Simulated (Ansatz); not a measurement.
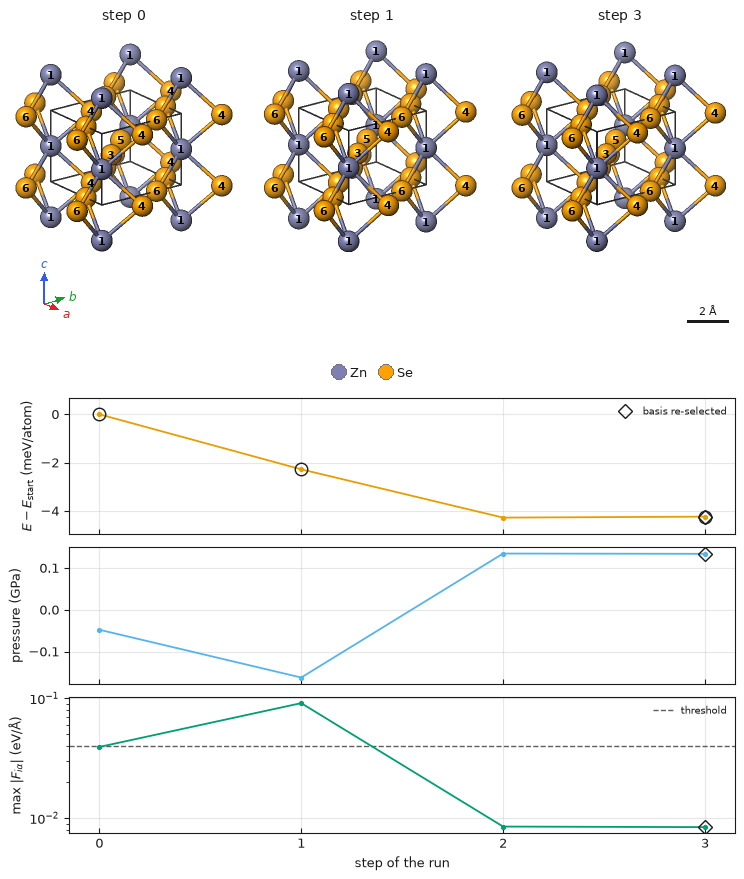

Frames of a relaxation of solid ZnSe5 (a generated structure, set up in P-62m) (coarse preliminary run), marked on the history of the run. Style: ball-and-stick. Shown: the cell of the calculation, slightly off an axis.

Level of theory: Ansatz, DFT PBE, scalar-relativistic, plane waves, PAW. (plane-wave cutoff 420 eV; k-point mesh 3 × 3 × 6; occupations gaussian; smearing width 0.1 eV; no spin polarisation; cell and atoms relaxed; force threshold 0.04 eV/Å; at most 70 steps)

Question: What happens along the run?

Answer: The largest moves relative to the cell, 0.024 Å, are those of Se atoms. Zn stays in place. The drawn cell changes as follows: a = b 6.498 → 6.388 Å (−1.7 %), c 3.591 → 3.670 Å (+2.2 %); the volume changes by −1.3 %. Near-neighbour distances that change, for instance: Se–Zn 2.705 → 2.724 Å. The space group stays P-62m (No. 189). The energy falls by 4.2 meV per atom in 2 accepted moves (3 points after the start). Largest force component: 0.039 eV/Å at the start, 0.0084 eV/Å at the end. The pressure goes from −0.05 to 0.13 GPa. At 1 point the geometry stayed and the basis and grid were re-selected for the new cell (energy shift of less than 0.05 meV per atom at most each time). From step 0 to 1: volume −1.4 %, energy −2.3 meV per atom. From step 1 to 3: Se atoms move most (0.02 Å), volume +0.1 %, energy −2.0 meV per atom.
